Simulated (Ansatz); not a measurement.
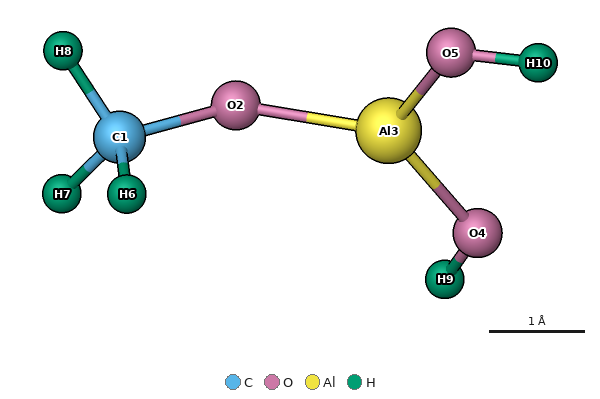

Fig. 1: The structure as given in the input (ball-and-stick view, seen at a tilt; atoms are numbered from 1 in the order of the input). Sticks mark near contacts.

# CH5AlO3: a changed input and its effect

System: CH5AlO3, SMILES C[O][Al]([OH])[OH].
Method of run A: RKS SPW92 (LDA)/def2-SVP (Ansatz 0.2.0).

Text and figures count atoms from 1; the logs count them from 0 in places.

The input, run A:
```yaml
crystal:
  periodic: [false, false, false]
  atoms:
    - { symbol: C, position_ang: [-0.667871, 1.020856, 1.347165] }
    - { symbol: O, position_ang: [-0.402727, -0.178211, 0.713234] }
    - { symbol: Al, position_ang: [0.36116, -0.644627, -0.715456] }
    - { symbol: O, position_ang: [1.871596, -1.40294, -0.663056] }
    - { symbol: O, position_ang: [-0.402259, -0.343476, -2.193028] }
    - { symbol: H, position_ang: [-0.284166, 1.912161, 0.792056] }
    - { symbol: H, position_ang: [-0.211516, 1.048086, 2.366403] }
    - { symbol: H, position_ang: [-1.766231, 1.169512, 1.486517] }
    - { symbol: H, position_ang: [2.337061, -1.59105, 0.166935] }
    - { symbol: H, position_ang: [-0.01921, -0.585123, -3.050415] }
basis:
  gaussian: { orbitals: def2-SVP }
hamiltonian:
  xc: lda
output:
  forces: true
```

Command:
```bash
ansatz run input.yaml --threads 1 --pin off --max-ram 2560MiB --backend cpu --events-out ev --progress --plain --runs-dir out
```

Hardware: 1 thread of Arm Neoverse N1, 98 GiB of memory available, shared host.

Output (run A):
```
Engine: ansatz 0.2.0, aarch64-unknown-linux-gnu
Functional definition: SPW92
  exchange = slater_x
  correlation = pw_c
1070 factors; their error is unknown
mean field evaluation 1: about -13751.7560 eV, gradient 9.8e1 eV
mean field evaluation 2: about -13690.3033 eV, gradient 2.0e2 eV
mean field evaluation 4: about -13769.3260 eV, gradient 1.3e1 eV
mean field evaluation 8: about -13769.6681 eV, gradient 2.4e-1 eV
mean field evaluation 16: about -13769.6251 eV, gradient 3.8e-5 eV
mean field -13769.62509569 eV, -506.0243888796 hartree, gradient 3.8e-5 eV, S^2 0.000000; 0 other end points of the search recorded, 0 dependent functions left out
the calculation of the forces begins
reference -13769.62513166 eV, -506.0243902015 hartree; 24, 24 occupied and 75, 75 virtual orbitals, 1070 factors
Total energy: -13769.62513166 eV, -506.0243902015 hartree
Atom 0 at    -0.667871     1.020856     1.347165 Å, force    -0.123973    -0.135168     0.022419 eV/Å
Atom 1 at    -0.402727    -0.178211     0.713234 Å, force     0.100190     0.129417     0.000166 eV/Å
Atom 2 at     0.361160    -0.644627    -0.715456 Å, force    -0.048262     0.020344     0.054197 eV/Å
Atom 3 at     1.871596    -1.402940    -0.663056 Å, force     0.060849    -0.094133    -0.121390 eV/Å
Atom 4 at    -0.402259    -0.343476    -2.193028 Å, force     0.034131    -0.021530     0.014226 eV/Å
Atom 5 at    -0.284166     1.912161     0.792056 Å, force    -0.035072     0.045360     0.025564 eV/Å
Atom 6 at    -0.211516     1.048086     2.366403 Å, force     0.007494     0.026071     0.013969 eV/Å
Atom 7 at    -1.766231     1.169512     1.486517 Å, force     0.008576     0.048347    -0.000963 eV/Å
Atom 8 at     2.337061    -1.591050     0.166935 Å, force    -0.021698    -0.004240     0.002298 eV/Å
Atom 9 at    -0.019210    -0.585123    -3.050415 Å, force     0.017765    -0.014470    -0.010485 eV/Å
Dipole moment:     0.247567     0.054642     0.066626 e Å
```

For run B the input was changed thus:
```diff
-    - { symbol: O, position_ang: [1.871596, -1.40294, -0.663056] }
-    - { symbol: O, position_ang: [-0.402259, -0.343476, -2.193028] }
+    - { symbol: O, position_ang: [0.469005, -2.281344, -1.12622] }
+    - { symbol: O, position_ang: [1.014391, 0.543135, -1.725025] }
-    - { symbol: H, position_ang: [2.337061, -1.59105, 0.166935] }
-    - { symbol: H, position_ang: [-0.01921, -0.585123, -3.050415] }
+    - { symbol: H, position_ang: [0.104956, -2.988095, -0.570434] }
+    - { symbol: H, position_ang: [1.466353, 0.344354, -2.55956] }
```

Predict how the results change.

On the same kind of shared host run B took about 270 times as long.

Output (run B):
```
Engine: ansatz 0.2.0, aarch64-unknown-linux-gnu
Functional definition: SPW92
  exchange = slater_x
  correlation = pw_c
1070 factors; their error is unknown
mean field evaluation 1: about -13751.9435 eV, gradient 9.8e1 eV
mean field evaluation 2: about -13693.3810 eV, gradient 1.9e2 eV
mean field evaluation 4: about -13769.5215 eV, gradient 1.1e1 eV
mean field evaluation 8: about -13769.7770 eV, gradient 2.3e-1 eV
mean field evaluation 16: about -13769.7344 eV, gradient 5.2e-5 eV
mean field -13769.73435711 eV, -506.0284041625 hartree, gradient 5.2e-5 eV, S^2 0.000000; 0 other end points of the search recorded, 0 dependent functions left out
the calculation of the forces begins
reference -13769.73439276 eV, -506.0284054726 hartree; 24, 24 occupied and 75, 75 virtual orbitals, 1070 factors
Total energy: -13769.73439276 eV, -506.0284054726 hartree
Atom 0 at    -0.667871     1.020856     1.347165 Å, force    -0.000949     0.000114    -0.000972 eV/Å
Atom 1 at    -0.402727    -0.178211     0.713234 Å, force     0.000011     0.000704     0.001045 eV/Å
Atom 2 at     0.361160    -0.644627    -0.715456 Å, force    -0.000190     0.001152     0.001716 eV/Å
Atom 3 at     0.469005    -2.281344    -1.126220 Å, force    -0.000366    -0.000035    -0.000315 eV/Å
Atom 4 at     1.014391     0.543135    -1.725025 Å, force    -0.000192    -0.000184     0.000198 eV/Å
Atom 5 at    -0.284166     1.912161     0.792056 Å, force    -0.000546    -0.001213     0.000545 eV/Å
Atom 6 at    -0.211516     1.048086     2.366403 Å, force     0.000445    -0.000803    -0.001546 eV/Å
Atom 7 at    -1.766231     1.169512     1.486517 Å, force     0.001322     0.000064    -0.000427 eV/Å
Atom 8 at     0.104956    -2.988095    -0.570434 Å, force     0.000193     0.000137     0.000062 eV/Å
Atom 9 at     1.466353     0.344354    -2.559560 Å, force     0.000272     0.000066    -0.000306 eV/Å
Dipole moment:    -0.003265    -0.091477    -0.007012 e Å
```

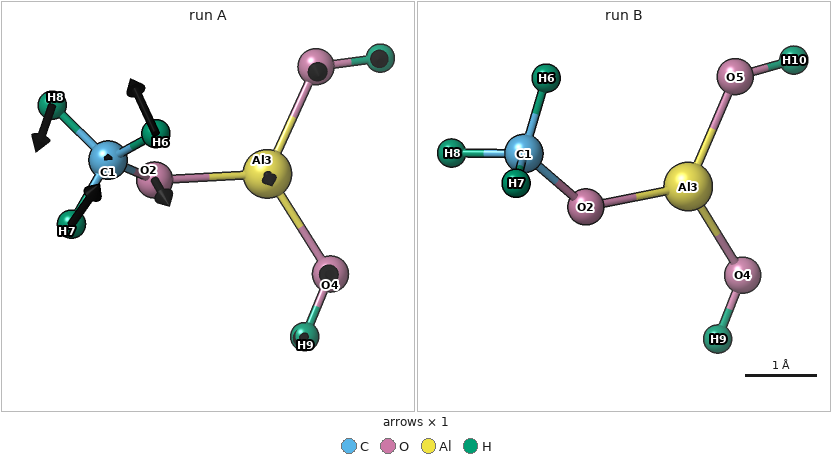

Fig. 2: The two input geometries at one scale (ball-and-stick view, seen at a tilt). The black arrows on the first give the shifts of the atoms after the best rigid fit, at true length. H6 moves most after the best rigid fit: 1.11 Å. Largest moves by element: H 1.11 Å, O 0.61 Å, Al 0.25 Å, C 0.09 Å.

The two runs side by side:

| quantity | run A | run B |
| --- | --- | --- |
| outcome | converged | converged |
| total energy (hartree) | −506.024390 | – |
| largest force (eV/Å) | 0.185 | – |
| basis functions | 99 | – |
| wall time (shared host) | 3 s | 13 min |
